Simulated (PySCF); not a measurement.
# C4H3F5O (SMILES FCO/C(F)=C/C(F)(F)F): what the fields show

Input file:

```
{"job": {"kind": "uv", "xc": "PBE0", "basis": "def2-SVPD", "nstates": 8, "ntriplets": 3}, "charge": 0, "multiplicity": 1}
F     -3.433329     0.999046     0.223266
C     -2.389720     0.244209     0.602689
O     -1.314027     0.620065    -0.228508
C     -0.145328     0.016452    -0.060144
F     -0.136870    -0.901846     0.909837
C      0.927391     0.300966    -0.794580
C      2.265270    -0.340734    -0.653350
F      2.647349    -0.935613    -1.798134
F      3.218585     0.567851    -0.377318
F      2.337262    -1.269895     0.301040
H     -2.176364     0.460724     1.660716
H     -2.660629    -0.812866     0.457978
H      0.856021     1.052125    -1.561509
```

Run with:

```sh
OMP_NUM_THREADS=1 python probes_run.py task.json out
```

Geometry: GFN2-xTB.

Method: PBE0/def2-SVPD, SCF density, gas phase in PySCF.

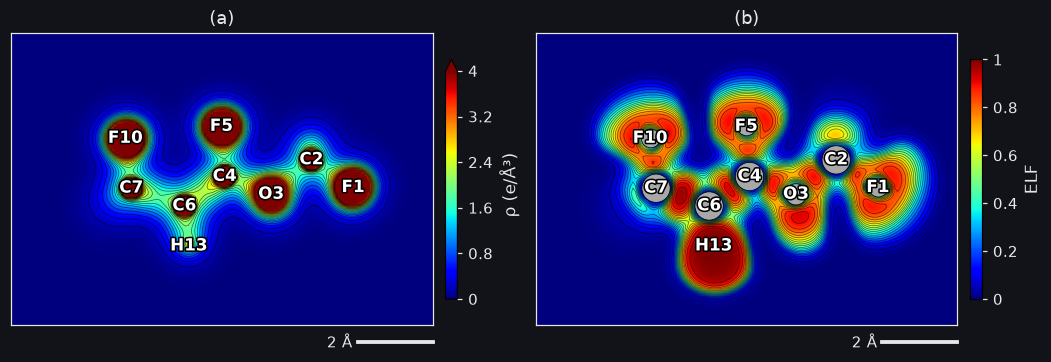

Figure 1. (a) total electron density; (b) electron localisation function on the plane of atoms F5, C4 and C6. Grey discs cover the atomic cores in the ELF map.

> What do the fields say about this system?

The plane passes through F, C, O and H nuclei. C–O (1.33 Å): ρ is about 2.5 e/Å³ halfway; the ELF peaks at about 0.90 between the atoms, as expected for a polar covalent bond. C–C (1.33 Å): the density is about 2.3 e/Å³ at the midpoint; the ELF peaks at about 0.90 between the atoms; a multiple bond. C–F (1.33 Å): ρ is about 2.4 e/Å³ halfway; the ELF peaks at about 0.85 between the atoms, as expected for a shared but strongly polarised pair. C–H (1.08 Å): the density is about 2 e/Å³ at the midpoint; the ELF climbs to about 1 towards the hydrogen, as it does in any bond to H; an ordinary covalent bond to hydrogen. C–O (1.41 Å): ρ is about 2.1 e/Å³ halfway, with its minimum of 1.7 e/Å³ about 0.5 Å from C; the ELF peaks at about 0.90 between the atoms, as expected for a polar covalent bond. The ELF also peaks beside O3, F1, F10 and F5, away from the bonds: lone-pair regions.

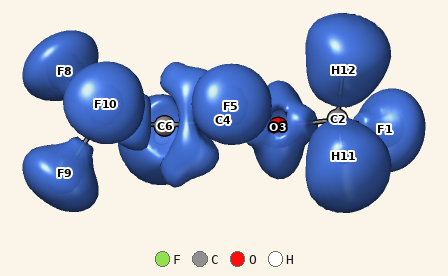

Figure 2. Isosurface of the electron localisation function at 0.75 (blue), seen from one side. Only the valence region is drawn (cores and ρ < 0.01 e/Å³ removed).

> Describe the localisation domains.

The ELF exceeds this value in two regions between bonded C–C atoms (shared pairs), three regions around hydrogen nuclei, five regions on F in which the atom's valence shell and bonds are merged and one region on O in which the atom's valence shell and bonds are merged.

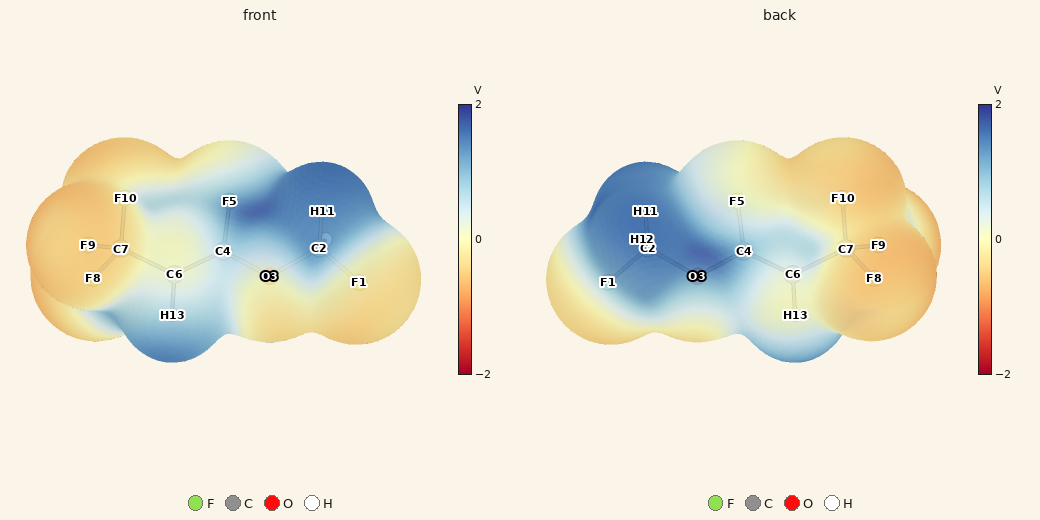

Figure 3. The electrostatic potential painted on the density surface at 0.002 e/bohr³, seen from the front and from behind; red is negative and blue positive.

> Describe the electrostatic potential map.

The most negative region (about −0.7 V, or −16 kcal/mol for a unit charge) lies over F8 and F9, the most positive (about +1.7 V, or +39 kcal/mol for a unit charge) over C2, C4, H11 and H12.

> How polar is the molecule by this calculation?

Its dipole moment is 2.65 D.
